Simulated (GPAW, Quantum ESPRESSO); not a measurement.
Ga2O3 (C2/m), O K edge of atom 5, with 2 Ga at 1.83 Å and 1 Ga at 1.94 Å (distorted trigonal planar, site symmetry m). Method: Quantum ESPRESSO XSpectra, PBE, full core hole (charged cell), 30-atom cell with 6.5 Å between holes, 4×4×3 k points, dipole transitions, Lorentzian half width 0.3 eV up to 4 eV, rising linearly to 2.5 eV at 25 eV (counted from xe0, 1.1 eV below the zero used here).

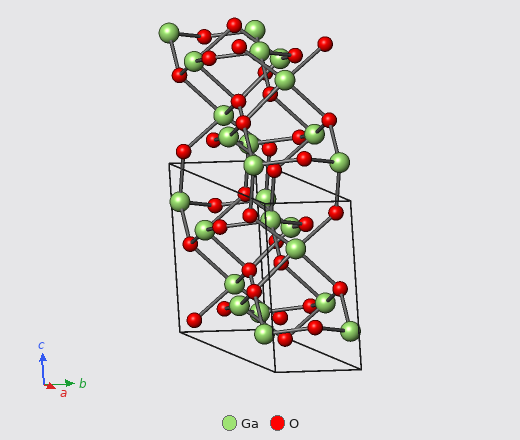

The structure (gallium green, oxygen red). 1×1×2 conventional cells are drawn. Some periodic images of atoms are drawn too.

```xyz
10
Lattice="6.1070 -1.5186 0.0000 6.1070 1.5186 0.0000 -1.3860 0.0000 5.6300" Properties=species:S:1:pos:R:3 pbc="T T T"
Ga    3.2184    0.0000    3.8621
Ga    7.6096    0.0000    1.7679
Ga   10.8240    0.0000    1.1564
Ga    0.0041    0.0000    4.4736
O     5.1267    0.0000    4.1853
O     5.7013    0.0000    1.4447
O     9.4919    0.0000    2.4592
O     1.3361    0.0000    3.1708
O     8.9710    0.0000    5.0118
O     1.8570    0.0000    0.6182
```

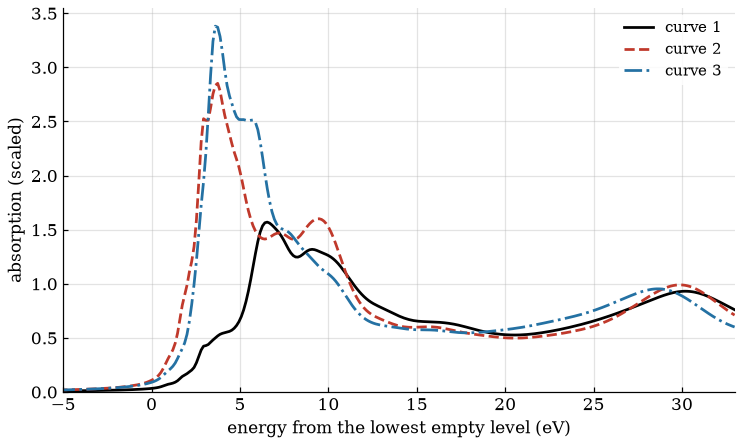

Energy from the lowest empty level; a common scale on which the isotropic spectrum has a mean of 1 over the first 20 eV.

Q: The curves are for the electric vector along different Cartesian axes of the cell as given, averaged over the symmetry-equivalent atoms. Which is which?

Curve 1: along z, main maxima 6.5 eV (1.57) and 9.1 eV (1.32). Curve 2: along x, main maxima 3.7 eV (2.85) and 9.5 eV (1.60). Curve 3: along y, main maxima 3.6 eV (3.38). A K edge sees empty p states on the absorber. Each direction probes the empty orbitals that point along it. The crystal has 3 inequivalent O sites and not all are shown here, while a measurement adds them all. Lifetime broadening is put in by hand, and intensities beyond about 20 eV depend on it and on the partial waves; weight that the partial waves miss at high energy is lost.

[Banner, clock and machine lines of the logs are left out without a mark of their own.]

[Logs are printed without paths, hosts, clocks, repeated set-up lines and the standing remarks that a program may print on its own settings, such as how far it seeks lower states.]

[Hosts, paths, dates, database ids (printed as entryN), source tags and the programs' standing remarks are cut or masked in the printed files.]

[Lists of maxima count a maximum above −3 eV only where it reaches 4 % of the highest in the window and stands out from its surroundings by 2 % of it (1.5 % where it reaches 55 %); shoulders and weaker maxima are passed over, and of the rest the first, up to two pre-edge ones and the few strongest are named.]
